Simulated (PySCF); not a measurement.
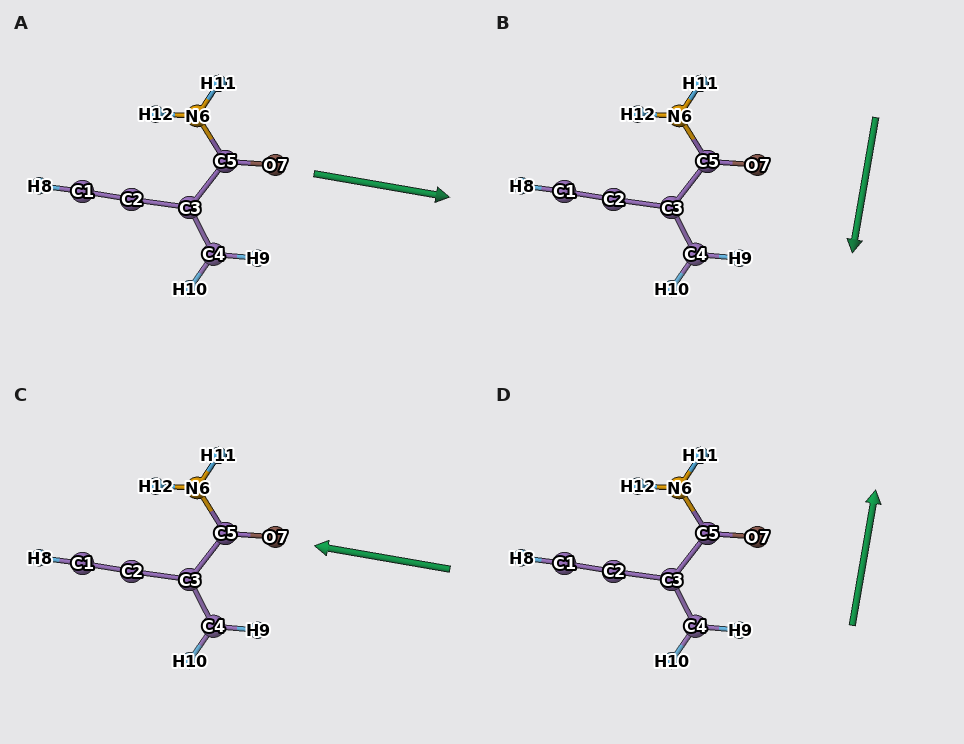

The same molecule four times, each with an arrow. The computed structure is the end point of a GFN2-xTB optimisation. No frequency run is at hand to confirm it as a minimum. Level of theory: B3LYP/def2-SVPD, gas phase (PySCF 2.14.0).

Question: Which arrow points along the dipole moment, from the negative to the positive end?

Answer: C. The dipole moment is 3.40 D; it points from the side of O7, H9 to the side of H8 (the outermost atoms at the two ends).
